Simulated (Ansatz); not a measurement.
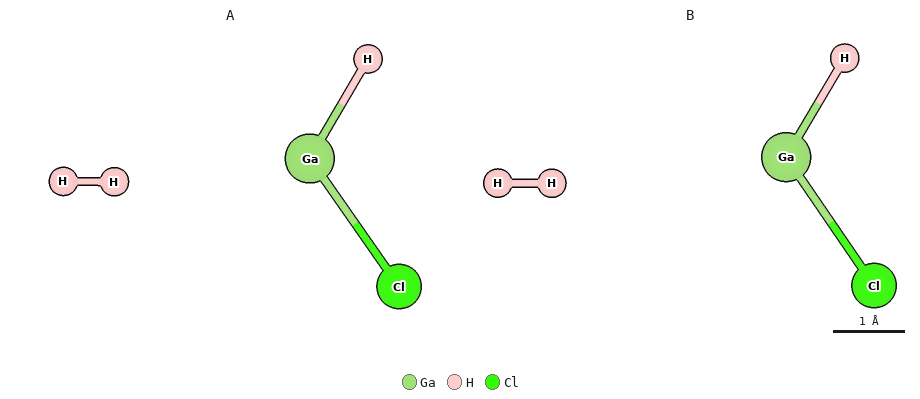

Two geometries of GaH₃Cl (multiplicity 2), drawn at one scale. One is the start of a relaxation, the other its converged end. Style: ball-and-stick. Shown at a tilt.

Computed with Ansatz, UKS B3LYP-D4/def2-SVP. Set-up: collinear spin; force threshold 0.03 eV/Å; at most 50 steps.

**Which geometry has the lower energy?**

Structure B is the relaxed one. The run prepares an end point of a later path (reaction) calculation, from a guessed geometry. After 3 geometry steps the energy has fallen by 6.28 kJ/mol. The largest force component goes from 1.8 to 0.0064 eV/Å. The atom that moves furthest after the best rigid fit is an H atom (0.36 Å). By element the largest moves are H 0.36 Å, Ga 0.23 Å, Cl 0.21 Å. Some distances before and after: H–H 0.720 → 0.762 Å, Cl–Ga 2.202 → 2.195 Å, Ga–H 1.625 → 1.620 Å. The run took 7.5 s on 1 thread of Intel(R) Xeon(R) 6975P-C (Granite Rapids) (shared host), peak memory 0.18 GiB.

Limits of the set-up: the start holds two separate molecules, 2.8 Å apart at their closest, whose relative position is a soft coordinate.
